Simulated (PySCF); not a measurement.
# AlAsH4O2: geometry relaxation

AlAsH4O2, computed with PBE0-D3(BJ)/def2-SVP geometry optimisation, gas phase (PySCF 2.14.0).

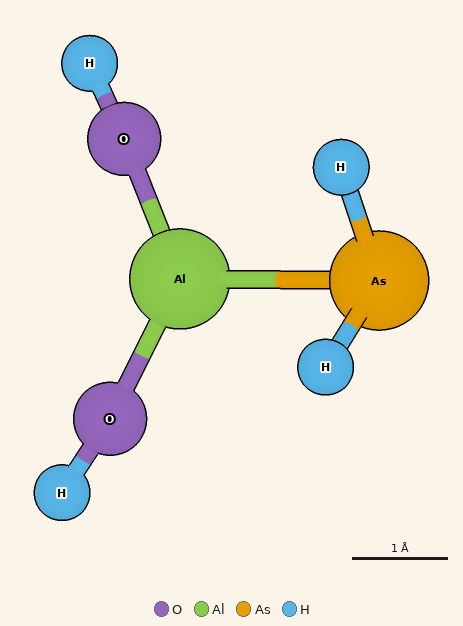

Fig. 1: The structure as given in the input (ball-and-stick view, seen at a tilt). Sticks mark near contacts. Bond lengths as drawn: Al–As 2.36 Å, Al–O 1.65 to 1.67 Å, As–H 1.50 Å and H–O 0.93 to 0.94 Å.

**The input**
```
{"job": {"xc": "PBE0", "basis": "def2-SVP", "d3": "d3bj", "grid": 2, "kind": "geom", "shake": 0.01}, "charge": 0, "multiplicity": 1}
O      1.305612     0.213341     1.362068
Al     0.207534    -0.351320     0.240507
O      0.335157    -1.738456    -0.652932
As    -1.748622     0.930644    -0.108045
H      1.943130     0.489012     1.974555
H      0.512104    -2.541952    -1.108479
H     -1.573762     0.778043    -1.592341
H     -0.935076     2.192137    -0.143233
```

The first line tells a small driver script what to run in PySCF; the rest is the geometry in Å.

Launched with:
```bash
OMP_NUM_THREADS=1 python <driver script> task.json out
```

**Log**
```
step   0  E = -2630.25824474  max force = 0.019242
step   1  E = -2630.26059419  max force = 0.005018
step   2  E = -2630.26093054  max force = 0.002976
step   3  E = -2630.26115655  max force = 0.003153
step   4  E = -2630.26028069  max force = 0.029568
step   5  E = -2630.26347553  max force = 0.007445
step   6  E = -2630.26438651  max force = 0.006649
step   7  E = -2630.26488336  max force = 0.010904
step   8  E = -2630.26654316  max force = 0.003380
step   9  E = -2630.26674627  max force = 0.002922
step  10  E = -2630.26697971  max force = 0.001995
step  11  E = -2630.26706703  max force = 0.001283
step  12  E = -2630.26715700  max force = 0.000568
step  13  E = -2630.26716664  max force = 0.000326
optimisation converged
```

**Trajectory as extended XYZ (Å, eV, eV/Å), 13 of the 14 frames kept, from step=0 to step=13**
```
8
Properties=species:S:1:pos:R:3:forces:R:3 step=0 energy=-71572.97243
O     1.3056    0.2133    1.3621   -0.9895  -0.5113  -0.9798
Al    0.2075   -0.3513    0.2405    0.3447   0.1982   0.2646
O     0.3352   -1.7385   -0.6529   -0.0387   0.0407   0.0557
As   -1.7486    0.9306   -0.1080   -0.6202   0.0373   0.2322
H     1.9431    0.4890    1.9746    0.9637   0.3191   0.8639
H     0.5121   -2.5419   -1.1085    0.1780  -0.3525  -0.1253
H    -1.5738    0.7780   -1.5923   -0.0605  -0.1565  -0.4548
H    -0.9351    2.1921   -0.1432    0.2225   0.4250   0.1435
8
Properties=species:S:1:pos:R:3:forces:R:3 step=1 energy=-71573.03636
O     1.3123    0.1582    1.3331    0.0478   0.2079   0.1837
Al    0.1746   -0.3191    0.2198    0.2581  -0.1970   0.0017
O     0.3696   -1.7445   -0.6189   -0.2160  -0.0514  -0.1583
As   -1.8072    0.9848   -0.1286   -0.0273   0.1646  -0.1525
H     2.0003    0.3674    1.9505   -0.0368  -0.0566  -0.0652
H     0.6398   -2.5670   -1.0039    0.0738   0.0241   0.0672
H    -1.6615    0.8165   -1.6438   -0.0370  -0.0063   0.0950
H    -0.9819    2.2753   -0.1360   -0.0626  -0.0854   0.0284
8
Properties=species:S:1:pos:R:3:forces:R:3 step=2 energy=-71573.04551
O     1.3128    0.1827    1.3453   -0.0693   0.0691  -0.0034
Al    0.1999   -0.3313    0.2184    0.0903  -0.0438   0.0315
O     0.3537   -1.7542   -0.6358   -0.1530   0.0324  -0.0678
As   -1.7941    0.9761   -0.1311   -0.0018   0.0099  -0.0160
H     1.9906    0.4041    1.9676    0.0462  -0.0564  -0.0086
H     0.6183   -2.5782   -1.0202    0.1115  -0.0216   0.0608
H    -1.6590    0.8085   -1.6412   -0.0166  -0.0009  -0.0046
H    -0.9760    2.2636   -0.1308   -0.0073   0.0112   0.0081
8
Properties=species:S:1:pos:R:3:forces:R:3 step=3 energy=-71573.05166
O     1.3117    0.1871    1.3443   -0.0954   0.0690  -0.0292
Al    0.2041   -0.3311    0.2131    0.0300   0.0154   0.0489
O     0.3500   -1.7583   -0.6357   -0.1621   0.0178  -0.0923
As   -1.7969    0.9795   -0.1378    0.0275  -0.0633   0.0425
H     1.9962    0.3934    1.9641    0.0654  -0.0572   0.0041
H     0.6406   -2.5844   -0.9971    0.1207  -0.0205   0.0677
H    -1.6729    0.8156   -1.6473    0.0000   0.0037  -0.0356
H    -0.9867    2.2696   -0.1315    0.0139   0.0352  -0.0061
8
Properties=species:S:1:pos:R:3:forces:R:3 step=4 energy=-71573.02783
O     1.2794    0.2554    1.3098   -0.2151   0.0677  -0.2177
Al    0.2600   -0.3607    0.1301   -1.3309   1.5205   0.1134
O     0.2744   -1.8490   -0.6404    0.1737  -0.4891  -0.2555
As   -1.8277    0.9867   -0.2568    0.2480  -0.8895   0.8255
H     2.0663    0.1530    1.8216    0.4242  -0.1401   0.2343
H     1.0198   -2.4217   -0.4783    0.2257  -0.4842  -0.0843
H    -1.8757    0.8863   -1.7510    0.2111   0.0610  -0.4466
H    -1.1504    2.3214   -0.1629    0.2632   0.3538  -0.1692
8
Properties=species:S:1:pos:R:3:forces:R:3 step=5 energy=-71573.11477
O     1.2921    0.2301    1.3199   -0.1667   0.1728  -0.0774
Al    0.2120   -0.3180    0.1652   -0.2561   0.2290   0.1239
O     0.3217   -1.7982   -0.6231   -0.1313  -0.1279  -0.2323
As   -1.8333    0.9929   -0.1954    0.1723  -0.3828   0.2836
H     2.0501    0.2575    1.8878    0.1119  -0.1073   0.0071
H     0.8700   -2.5712   -0.7299    0.0769   0.0871   0.1088
H    -1.7770    0.8648   -1.7050    0.0903   0.0300  -0.1350
H    -1.0896    2.3136   -0.1474    0.1026   0.0992  -0.0786
8
Properties=species:S:1:pos:R:3:forces:R:3 step=6 energy=-71573.13956
O     1.2809    0.2485    1.3147   -0.1578   0.1751  -0.0579
Al    0.1988   -0.3185    0.1680   -0.2557   0.2313   0.0750
O     0.3102   -1.8022   -0.6241   -0.0957  -0.1127  -0.1889
As   -1.8422    0.9864   -0.2009    0.1343  -0.3419   0.2674
H     2.0590    0.2306    1.8562    0.1189  -0.1196   0.0083
H     0.9147   -2.5393   -0.6763    0.0666   0.0579   0.0884
H    -1.7776    0.8586   -1.7106    0.0886   0.0174  -0.1263
H    -1.0978    2.3073   -0.1550    0.1008   0.0925  -0.0659
8
Properties=species:S:1:pos:R:3:forces:R:3 step=8 energy=-71573.19824
O     1.2438    0.3122    1.2968   -0.0333   0.1738   0.0779
Al    0.1327   -0.2969    0.1871    0.0213  -0.0988  -0.0646
O     0.2954   -1.7920   -0.6117    0.0170   0.0245   0.0121
As   -1.8816    0.9585   -0.2016   -0.0597   0.0060   0.0277
H     2.0720    0.1259    1.7293    0.0330  -0.1026  -0.0366
H     1.0240   -2.4099   -0.5363   -0.0167   0.0051   0.0029
H    -1.7342    0.8032   -1.7104    0.0191  -0.0153  -0.0181
H    -1.1060    2.2704   -0.1811    0.0195   0.0074  -0.0013
8
Properties=species:S:1:pos:R:3:forces:R:3 step=9 energy=-71573.20377
O     1.2381    0.3283    1.2976   -0.0072   0.1502   0.0883
Al    0.1236   -0.2903    0.1924    0.0308  -0.1222  -0.0785
O     0.2978   -1.7867   -0.6060    0.0361   0.0445   0.0441
As   -1.8910    0.9548   -0.2024   -0.0570   0.0462  -0.0160
H     2.0708    0.0986    1.7022    0.0189  -0.0840  -0.0353
H     1.0403   -2.3861   -0.5136   -0.0254  -0.0124  -0.0150
H    -1.7247    0.7878   -1.7099    0.0034  -0.0122   0.0077
H    -1.1089    2.2650   -0.1882    0.0004  -0.0102   0.0047
8
Properties=species:S:1:pos:R:3:forces:R:3 step=10 energy=-71573.21012
O     1.2285    0.3729    1.3073    0.0467   0.0284   0.0586
Al    0.1113   -0.2715    0.2057   -0.0368  -0.0895  -0.0899
O     0.3129   -1.7719   -0.5847    0.0809   0.0755   0.1026
As   -1.9128    0.9491   -0.2082   -0.0051   0.0676  -0.0693
H     2.0579    0.0229    1.6315    0.0091  -0.0042   0.0033
H     1.0772   -2.3383   -0.4603   -0.0399  -0.0507  -0.0522
H    -1.7067    0.7513   -1.7101   -0.0272  -0.0003   0.0357
H    -1.1220    2.2568   -0.2092   -0.0277  -0.0267   0.0112
8
Properties=species:S:1:pos:R:3:forces:R:3 step=11 energy=-71573.21250
O     1.2311    0.3707    1.3113    0.0199   0.0385   0.0426
Al    0.1163   -0.2711    0.2052   -0.0090  -0.0660  -0.0497
O     0.3159   -1.7706   -0.5826    0.0474   0.0511   0.0632
As   -1.9105    0.9513   -0.2100    0.0082   0.0392  -0.0430
H     2.0611    0.0326    1.6461   -0.0040  -0.0150  -0.0112
H     1.0674   -2.3562   -0.4756   -0.0250  -0.0324  -0.0313
H    -1.7120    0.7546   -1.7120   -0.0183   0.0005   0.0238
H    -1.1232    2.2601   -0.2104   -0.0191  -0.0159   0.0057
8
Properties=species:S:1:pos:R:3:forces:R:3 step=12 energy=-71573.21494
O     1.2326    0.3837    1.3240   -0.0111   0.0074  -0.0027
Al    0.1243   -0.2644    0.2098   -0.0028  -0.0033   0.0040
O     0.3283   -1.7632   -0.5694    0.0092   0.0117   0.0126
As   -1.9092    0.9531   -0.2156    0.0292  -0.0055  -0.0011
H     2.0587    0.0262    1.6497   -0.0063  -0.0053  -0.0068
H     1.0581   -2.3780   -0.4889   -0.0049  -0.0094  -0.0052
H    -1.7170    0.7490   -1.7159   -0.0074   0.0024   0.0009
H    -1.1297    2.2650   -0.2215   -0.0058   0.0020  -0.0018
8
Properties=species:S:1:pos:R:3:forces:R:3 step=13 energy=-71573.21521
O     1.2318    0.3890    1.3280   -0.0085   0.0006  -0.0067
Al    0.1272   -0.2624    0.2115   -0.0050   0.0041   0.0038
O     0.3325   -1.7615   -0.5642    0.0029   0.0007   0.0016
As   -1.9065    0.9532   -0.2173    0.0168  -0.0061   0.0045
H     2.0563    0.0240    1.6499    0.0003  -0.0016   0.0002
H     1.0551   -2.3853   -0.4914   -0.0021  -0.0015   0.0016
H    -1.7191    0.7471   -1.7176   -0.0032   0.0009  -0.0028
H    -1.1313    2.2672   -0.2268   -0.0011   0.0030  -0.0022
```

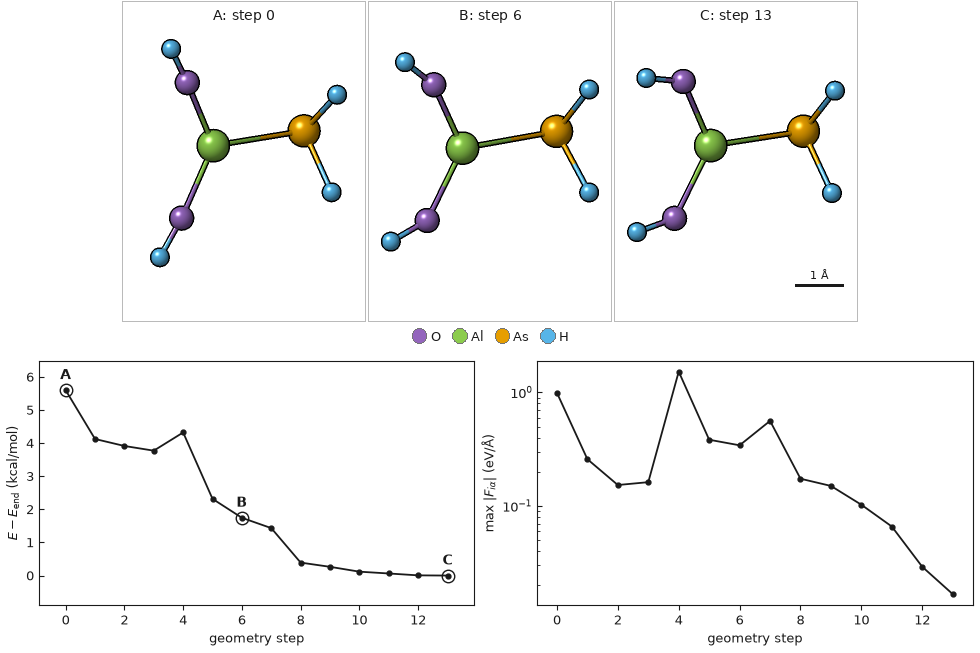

Fig. 2: Frames of the relaxation (ball-and-stick view, seen at a tilt) above the curves, on which the letters mark them (steps are counted from 0).

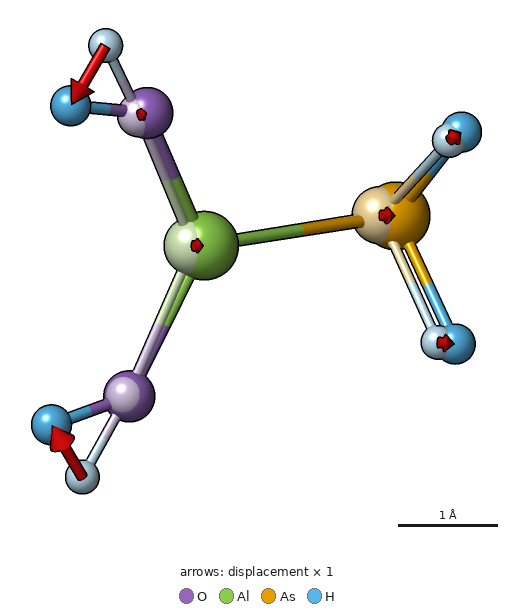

Fig. 3: Start (faint) and end (solid) with the displacements as red arrows, at true length (ball-and-stick view, seen at a tilt). The two geometries are laid on each other by the best rigid fit. The largest moves after the best rigid fit, 0.70 Å, are those of H5 and H6. By element the largest moves are H 0.70 Å, As 0.17 Å, Al 0.12 Å, O 0.10 Å. Distances before and after: Al2–O3 1.655 → 1.700 Å, Al2–As4 2.365 → 2.408 Å, O1–Al2 1.668 → 1.700 Å, O1–H5 0.926 → 0.957 Å. Among the angles that change: Al2–O1–H5 177.0° → 129.4°, Al2–O3–H6 172.8° → 129.1°, H7–As4–H8 90.0° → 92.7°. The energy falls by 5.60 kcal/mol in 13 geometry steps. The largest force component goes from 0.99 to 0.017 eV/Å. (Atoms are counted from 1 in the order of the input.)

**Results in brief**

| quantity | value |
| --- | --- |
| outcome | converged |
| total energy | −2630.267167 hartree |
| dipole moment | 2.95 D |
| point group | C1 |
| hardware | 1 CPU thread, shared host |
| wall time | 99 s |
| peak memory | 0.48 GiB |
